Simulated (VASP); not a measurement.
Band structure of BeTe (zinc blende). Calculation: PBE GGA with D4 dispersion, VASP's PBE PAW potentials (set 64) (plane waves; VASP 6.6.1).

Unless said otherwise, spin-orbit coupling is left out, though it shifts the bands of the heavy elements here.

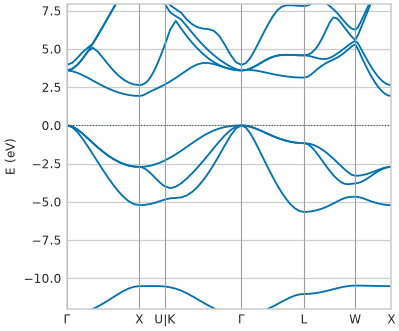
Figure. Bands along high-symmetry lines, zero at the valence-band maximum or, without a gap, the Fermi level

Q: Read the plot: is there a gap, and where are the band edges?

A: The gap is indirect, 1.93 eV, from the valence maximum at Γ to the conduction minimum at X. (Edges off the drawn lines would not show.)

Measured: gap 2.80 eV (computed value off by -0.87 eV), as given by Das et al., (2018), arXiv:1807.05623.

The compound is BeTe in the zinc blende structure. It was relaxed first.
